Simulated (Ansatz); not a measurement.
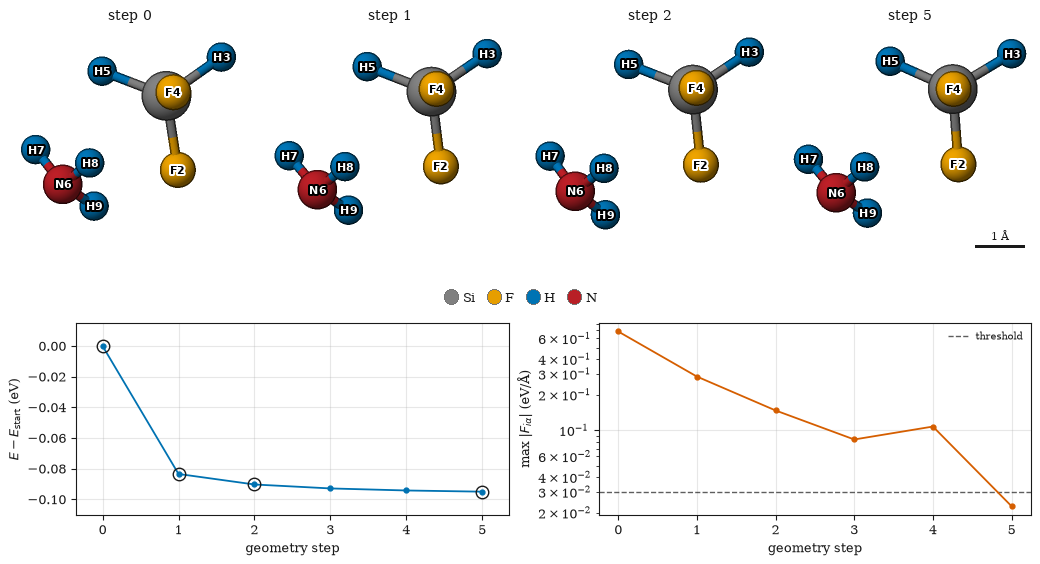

Frames of a relaxation of SiNH$_{5}$F$_{2}$, marked on the history of the run. A ball-and-stick model, seen from a free direction.

The run prepares an end point of a later path (reaction) calculation, from a guessed geometry.

Computed with RKS B3LYP/def2-SVP (Ansatz). (no spin polarisation; force threshold 0.03 eV/Å; at most 50 steps)

Question: What happens along the run?

Answer: The atom that moves furthest after the best rigid fit is an H atom (0.29 Å). By element the largest moves are H 0.29 Å, N 0.25 Å, Si 0.21 Å, F 0.15 Å. Among the contacts that change: H–N 1.035 → 1.021 Å, F–Si 1.607 → 1.619 Å. Among the angles between lasting bonds that change: H–N–H 108.9° → 106.3°, H–N–H 109.3° → 106.7°, H–Si–H 112.4° → 114.4°. The energy falls by 0.095 eV in 5 geometry steps. Largest force component: 0.69 eV/Å at the start, 0.023 eV/Å at the end. The run took 11 s on 2 threads of Arm Neoverse V1, on a shared host, peak memory 0.16 GiB. From step 0 to 1: an H atom moves most (0.20 Å), energy −0.083 eV. From step 1 to 2: an H atom moves most (0.13 Å), energy −0.007 eV. From step 2 to 5: an H atom moves most (0.09 Å), energy −0.005 eV.
